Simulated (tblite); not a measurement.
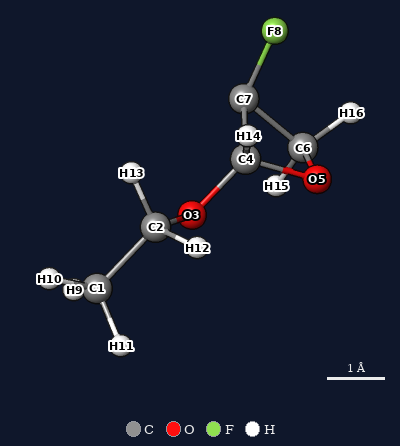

Figure 1. The input geometry (ball-and-stick view, seen at an oblique angle; atoms are numbered from 1 in the order of the input).

Geometry relaxation of C5H8FO2

The run: geometry relaxation of C5H8FO2, multiplicity 2. Method and program: GFN2-xTB geometry optimisation, gas phase (tblite 0.8.0).

It belongs to a series of runs on one base structure; here: H removed from sp3 C.

## The input
```
{"job": {"kind": "relax", "xc": "GFN2-xTB", "basis": "xTB"}, "charge": 0, "multiplicity": 2}
C     -2.648000     0.162600    -0.177100
C     -1.393700    -0.509400     0.307500
O     -0.279600     0.268800    -0.032000
C      0.874500    -0.331500     0.402200
O      1.854300    -0.470400    -0.581600
C      2.462100     0.704200    -0.203400
C      1.836300     0.572700     1.141800
F      2.654800    -0.150100     2.008600
H     -2.533100     1.271100    -0.190600
H     -3.514400    -0.119500     0.504600
H     -2.932700    -0.171500    -1.202300
H     -1.338000    -1.500100    -0.207700
H     -1.389000    -0.689200     1.402900
H      0.669200    -1.295000     0.932200
H      2.091400     1.625900    -0.706200
H      3.578300     0.640400    -0.142700
```

The first line tells a small driver script what to run in tblite; the rest is the geometry in Å.

Hardware: 1 CPU thread, shared host.

Command:
```bash
OMP_NUM_THREADS=1 python <driver script> task.json out
```

## What the program printed
```
step      E/eV     max force
  0    -748.67103    3.420
  1    -748.91181    0.656
  2    -748.95669    0.567
  3    -748.99634    0.441
  4    -749.02107    0.397
  5    -749.05353    0.419
  6    -749.07282    0.367
  7    -749.09039    0.351
  8    -749.10578    0.283
  9    -749.12212    0.283
 10    -749.13707    0.311
 11    -749.15042    0.363
 12    -749.16244    0.378
 13    -749.17418    0.359
 14    -749.18531    0.294
 15    -749.19513    0.272
 16    -749.20442    0.298
 17    -749.21453    0.288
 18    -749.22508    0.233
 19    -749.23381    0.191
 20    -749.23938    0.133
 21    -749.24331    0.143
 22    -749.24763    0.163
 23    -749.25232    0.136
 24    -749.25624    0.132
 25    -749.25928    0.128
 26    -749.26211    0.115
 27    -749.26528    0.155
 28    -749.26855    0.161
 29    -749.27208    0.186
 30    -749.27553    0.149
 31    -749.27933    0.133
 32    -749.28211    0.157
 33    -749.28685    0.205
 34    -749.29256    0.271
 35    -749.30149    0.286
 36    -749.31210    0.275
 37    -749.32202    0.242
 38    -749.32774    0.162
 39    -749.32865    0.287
 40    -749.33464    0.158
 41    -749.33808    0.113
 42    -749.34343    0.091
 43    -749.34524    0.099
 44    -749.34680    0.100
 45    -749.34842    0.077
 46    -749.34950    0.055
 47    -749.35001    0.059
 48    -749.35038    0.063
 49    -749.35075    0.050
 50    -749.35124    0.075
 51    -749.35178    0.081
 52    -749.35237    0.062
 53    -749.35295    0.066
 54    -749.35354    0.072
 55    -749.35416    0.072
 56    -749.35494    0.085
 57    -749.35609    0.100
 58    -749.35795    0.151
 59    -749.36068    0.175
 60    -749.36412    0.201
 61    -749.36667    0.257
 62    -749.37141    0.149
 63    -749.37435    0.171
 64    -749.37907    0.198
 65    -749.38170    0.145
 66    -749.38564    0.201
 67    -749.38996    0.214
 68    -749.39338    0.147
 69    -749.39655    0.128
 70    -749.39895    0.122
 71    -749.40115    0.103
 72    -749.40246    0.220
 73    -749.40440    0.149
 74    -749.40710    0.129
 75    -749.41163    0.141
 76    -749.41571    0.175
 77    -749.41909    0.179
 78    -749.42282    0.169
 79    -749.42719    0.138
 80    -749.43059    0.228
 81    -749.43433    0.226
 82    -749.43673    0.109
 83    -749.43860    0.100
 84    -749.44039    0.098
 85    -749.44168    0.069
 86    -749.44272    0.056
 87    -749.44330    0.053
 88    -749.44384    0.055
 89    -749.44427    0.048
 90    -749.44460    0.043
 91    -749.44509    0.049
 92    -749.44563    0.048
 93    -749.44611    0.052
 94    -749.44643    0.045
 95    -749.44670    0.045
 96    -749.44704    0.042
 97    -749.44741    0.035
 98    -749.44770    0.044
 99    -749.44788    0.025
100    -749.44798    0.021
101    -749.44810    0.029
102    -749.44830    0.037
103    -749.44860    0.044
104    -749.44909    0.047
105    -749.44977    0.079
106    -749.45056    0.099
107    -749.45124    0.073
108    -749.45161    0.040
109    -749.45178    0.032
110    -749.45187    0.037
111    -749.45196    0.020
112    -749.45203    0.015
113    -749.45214    0.017
114    -749.45220    0.020
115    -749.45228    0.021
116    -749.45234    0.019
117    -749.45240    0.017
118    -749.45246    0.018
119    -749.45253    0.031
120    -749.45266    0.041
121    -749.45287    0.046
122    -749.45318    0.057
123    -749.45357    0.060
124    -749.45398    0.051
125    -749.45439    0.045
126    -749.45474    0.045
127    -749.45499    0.026
128    -749.45514    0.027
129    -749.45525    0.024
130    -749.45534    0.019
131    -749.45542    0.019
132    -749.45546    0.014
133    -749.45551    0.015
134    -749.45555    0.012
135    -749.45557    0.010
```

## Trajectory as extended XYZ (Å, eV, eV/Å), 7 of the 136 frames kept, from step=0 to step=135
```
16
Properties=species:S:1:pos:R:3:forces:R:3 step=0 energy=-748.67103
C    -2.6480    0.1626   -0.1771   -1.8120   0.4430   0.0520
C    -1.3937   -0.5094    0.3075   -0.5320  -0.9050  -0.2290
O    -0.2796    0.2688   -0.0320    0.2730  -0.1480   0.0410
C     0.8745   -0.3315    0.4022   -0.8340  -1.1580   1.2610
O     1.8543   -0.4704   -0.5816   -0.5120  -0.8370  -1.1490
C     2.4621    0.7042   -0.2034    2.4990   2.3290   0.1560
C     1.8363    0.5727    1.1418    0.6240  -0.7140   1.0100
F     2.6548   -0.1501    2.0086   -0.7310   0.7070  -0.3050
H    -2.5331    1.2711   -0.1906   -0.0920  -0.9020   0.1250
H    -3.5144   -0.1195    0.5046    1.0130   0.4760  -0.8240
H    -2.9327   -0.1715   -1.2023    0.3530   0.3460   0.7510
H    -1.3380   -1.5001   -0.2077    0.1760   0.2900   0.3920
H    -1.3890   -0.6892    1.4029   -0.1850   0.1630  -0.3180
H     0.6692   -1.2950    0.9322    0.0510   0.3350  -0.3350
H     2.0914    1.6259   -0.7062    0.3530  -0.6090  -0.1040
H     3.5783    0.6404   -0.1427   -0.6450   0.1840  -0.5240
16
Properties=species:S:1:pos:R:3:forces:R:3 step=22 energy=-749.24763
C    -2.6785    0.1632   -0.1722   -0.0960   0.0270  -0.0100
C    -1.5150   -0.6352    0.3943    0.0980   0.0180   0.0150
O    -0.3534    0.1471    0.1745    0.0890   0.1360   0.0040
C     0.9004   -0.3875    0.3735    0.0540   0.0360   0.0210
O     1.6968   -0.2460   -0.8126   -0.0200  -0.0030  -0.0190
C     2.5689    0.7289   -0.2310    0.0850  -0.0050   0.0570
C     1.8701    0.5414    1.0737   -0.0710   0.1060  -0.0120
F     2.5070    0.2561    2.2242   -0.0770  -0.0440  -0.0820
H    -2.4817    1.2219   -0.0389    0.0490   0.0310   0.0650
H    -3.5999   -0.0824    0.3416   -0.0940  -0.0990   0.0040
H    -2.7946   -0.0271   -1.2329   -0.0030  -0.0030  -0.0660
H    -1.4324   -1.6088   -0.0981    0.0510  -0.0870  -0.0140
H    -1.6349   -0.7913    1.4726   -0.0500  -0.0490   0.1030
H     0.8830   -1.4262    0.7437   -0.1100   0.0400  -0.0300
H     2.4338    1.7140   -0.6934    0.0310  -0.0620   0.0000
H     3.6227    0.4406   -0.2631    0.0640  -0.0410  -0.0360
16
Properties=species:S:1:pos:R:3:forces:R:3 step=45 energy=-749.34842
C    -2.7633    0.0718   -0.1396    0.0060   0.0170  -0.0400
C    -1.5025   -0.5700    0.4171    0.0040   0.0040  -0.0250
O    -0.4250    0.3544    0.2798   -0.0480   0.0090   0.0170
C     0.8432   -0.1560    0.3550   -0.0450  -0.0030  -0.0130
O     1.5786   -0.0531   -0.8763    0.0240  -0.0010   0.0360
C     2.6876    0.6099   -0.2629   -0.0050  -0.0290  -0.0200
C     1.9195    0.6675    1.0159   -0.0050  -0.0070  -0.0040
F     2.4376    0.3475    2.2170    0.0270   0.0310  -0.0260
H    -2.8724    1.0764    0.2592   -0.0130  -0.0460   0.0610
H    -3.6301   -0.5270    0.1294    0.0240   0.0380  -0.0030
H    -2.7016    0.1423   -1.2219    0.0160   0.0080   0.0000
H    -1.2823   -1.4972   -0.1290    0.0230   0.0370   0.0470
H    -1.6299   -0.8055    1.4853    0.0040  -0.0140  -0.0520
H     0.8300   -1.1990    0.7244    0.0240  -0.0350  -0.0080
H     2.9143    1.5664   -0.7461   -0.0290  -0.0590  -0.0050
H     3.5885   -0.0197   -0.2512   -0.0080   0.0520   0.0360
16
Properties=species:S:1:pos:R:3:forces:R:3 step=68 energy=-749.39338
C    -2.7268    0.1402   -0.1338   -0.0470  -0.0760   0.0310
C    -1.4899   -0.6037    0.3388    0.0810  -0.0200  -0.0090
O    -0.4061    0.3209    0.3794    0.0470  -0.0120   0.0370
C     0.8495   -0.2149    0.5146    0.0410   0.0310  -0.0160
O     1.5706   -0.3454   -0.7293   -0.0400  -0.0860  -0.0450
C     2.6265    0.5311   -0.3250   -0.0360   0.0370   0.0120
C     1.9173    0.7413    0.9697   -0.0140   0.0500   0.0550
F     2.5067    0.6683    2.1745    0.0260   0.0150   0.0060
H    -3.0025    0.9029    0.5929    0.0270  -0.0300  -0.1410
H    -3.5434   -0.5702   -0.2433   -0.0270   0.0760   0.0210
H    -2.5290    0.6053   -1.0977   -0.0190   0.0140   0.1160
H    -1.2591   -1.4286   -0.3501    0.0280   0.0670   0.0620
H    -1.6429   -1.0077    1.3536   -0.0010  -0.0540  -0.1210
H     0.8243   -1.1784    1.0629    0.0110   0.0750  -0.0350
H     2.6883    1.4068   -0.9837    0.0350  -0.0780   0.0440
H     3.6090    0.0409   -0.2675   -0.1110  -0.0080  -0.0140
16
Properties=species:S:1:pos:R:3:forces:R:3 step=90 energy=-749.44460
C    -2.7095    0.1392   -0.1155    0.0060   0.0030   0.0080
C    -1.4248   -0.5962    0.2228    0.0120   0.0180  -0.0210
O    -0.4481    0.3695    0.6067    0.0110   0.0070   0.0390
C     0.8211   -0.1330    0.7144    0.0000  -0.0050  -0.0140
O     1.4209   -0.4970   -0.5435    0.0140  -0.0220  -0.0080
C     2.5357    0.3791   -0.3634    0.0020   0.0100  -0.0110
C     1.9190    0.8755    0.9016   -0.0010  -0.0380   0.0130
F     2.6018    1.0149    2.0494   -0.0120   0.0320   0.0090
H    -3.1283    0.5987    0.7738    0.0030   0.0270   0.0330
H    -3.4327   -0.5537   -0.5344   -0.0140  -0.0190   0.0030
H    -2.4970    0.9193   -0.8402   -0.0130  -0.0020  -0.0220
H    -1.0537   -1.1422   -0.6519    0.0000  -0.0270  -0.0100
H    -1.5826   -1.3072    1.0478    0.0340   0.0030  -0.0230
H     0.8614   -0.9903    1.4202   -0.0260   0.0210  -0.0110
H     2.6237    1.0911   -1.1901    0.0000   0.0010   0.0240
H     3.4853   -0.1586   -0.2416   -0.0160  -0.0090  -0.0100
16
Properties=species:S:1:pos:R:3:forces:R:3 step=112 energy=-749.45203
C    -2.7250    0.1332   -0.0973    0.0000   0.0050   0.0060
C    -1.4164   -0.5852    0.1795   -0.0070  -0.0030  -0.0060
O    -0.4448    0.3821    0.5698    0.0010  -0.0030  -0.0150
C     0.8184   -0.1312    0.6972   -0.0010  -0.0050  -0.0110
O     1.4412   -0.4889   -0.5519    0.0080   0.0030   0.0080
C     2.5578    0.3788   -0.3406   -0.0040  -0.0070   0.0120
C     1.9192    0.8645    0.9168   -0.0100   0.0020  -0.0080
F     2.5711    1.0159    2.0803   -0.0070   0.0050   0.0020
H    -3.0365    0.6889    0.7824   -0.0020  -0.0080   0.0060
H    -3.4933   -0.5891   -0.3589    0.0060   0.0000   0.0100
H    -2.5966    0.8307   -0.9195    0.0040   0.0120   0.0030
H    -1.0626   -1.1051   -0.7186    0.0020  -0.0070  -0.0040
H    -1.5353   -1.3224    0.9880    0.0000   0.0040  -0.0010
H     0.8296   -0.9965    1.3939    0.0040   0.0070  -0.0050
H     2.6656    1.1030   -1.1538    0.0000  -0.0040   0.0050
H     3.4998   -0.1696   -0.2112    0.0030  -0.0020  -0.0030
16
Properties=species:S:1:pos:R:3:forces:R:3 step=135 energy=-749.45557
C    -2.7526    0.1235   -0.0484    0.0050  -0.0030  -0.0030
C    -1.4159   -0.5772    0.1167    0.0010  -0.0010   0.0040
O    -0.4413    0.4008    0.4668    0.0010   0.0030  -0.0060
C     0.8139   -0.1077    0.6609   -0.0040  -0.0010   0.0010
O     1.4893   -0.5256   -0.5412    0.0010   0.0000   0.0030
C     2.6060    0.3370   -0.3125   -0.0010  -0.0010  -0.0010
C     1.9069    0.8957    0.8802   -0.0030   0.0010  -0.0010
F     2.4941    1.1205    2.0660    0.0060   0.0000  -0.0010
H    -3.0311    0.6165    0.8786    0.0020  -0.0040   0.0010
H    -3.5171   -0.6007   -0.3150    0.0010   0.0020   0.0010
H    -2.6796    0.8735   -0.8302   -0.0050   0.0020  -0.0030
H    -1.1131   -1.0691   -0.8159   -0.0030  -0.0010   0.0050
H    -1.4660   -1.3364    0.9120   -0.0040  -0.0010  -0.0050
H     0.7974   -0.9406    1.3963   -0.0020   0.0000   0.0050
H     2.7704    1.0145   -1.1556    0.0040   0.0090   0.0000
H     3.5311   -0.2159   -0.1027   -0.0010  -0.0040   0.0000
```

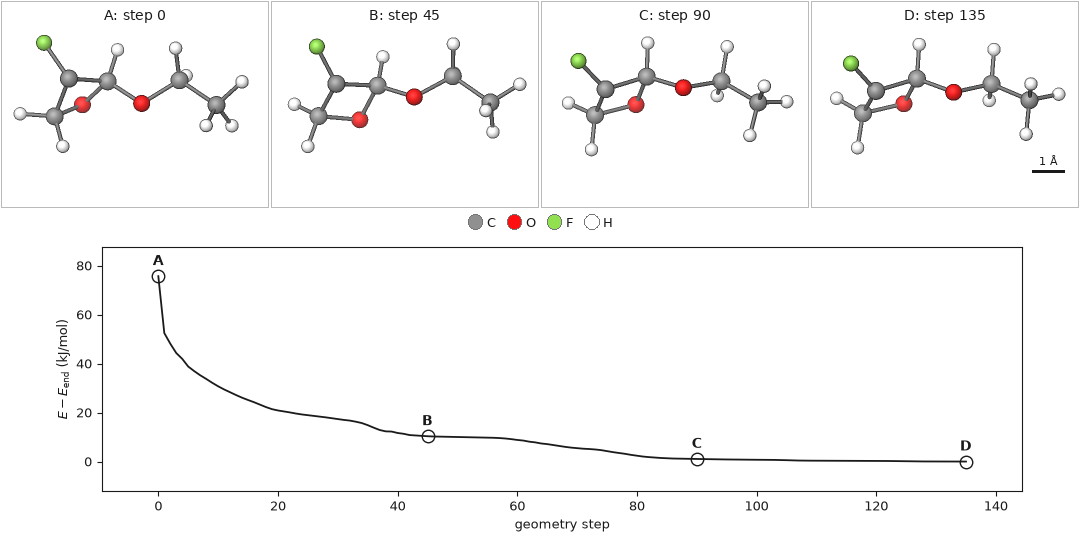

Figure 2. Frames of the relaxation (ball-and-stick view, seen at a tilt) above the curves, on which the letters mark them (steps are counted from 0).

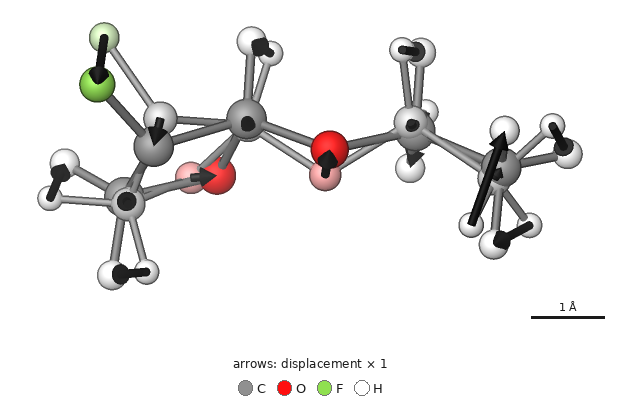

Figure 3. Start (faint) and end (solid) with the displacements as black arrows, at true length (ball-and-stick view, seen at a tilt). The two geometries are laid on each other by the best rigid fit. After 135 geometry steps the energy has fallen by 75.7 kJ/mol. Largest force component: 2.5 eV/Å at the start, 0.009 eV/Å at the end. H9 moves most after the best rigid fit: 1.39 Å. Largest moves by element: H 1.39 Å, F 1.25 Å, O 0.55 Å, C 0.41 Å. Among the contacts that change: O5–C6 1.376 → 1.429 Å, C7–F8 1.394 → 1.342 Å, C1–H10 1.138 → 1.086 Å, C4–O5 1.395 → 1.441 Å. Among the angles that change: C6–C7–F8 111.1° → 124.4°, C4–C7–F8 111.5° → 124.1°, C7–C6–H15 109.9° → 117.1°. (Atoms are counted from 1 in the order of the input.)

## Key numbers

```json
{"quantity": "outcome", "value": "converged"}
{"quantity": "total energy", "value": "−749.4556 eV"}
{"quantity": "wall time", "value": "0.6 s"}
{"quantity": "peak memory", "value": "0.18 GiB"}
```
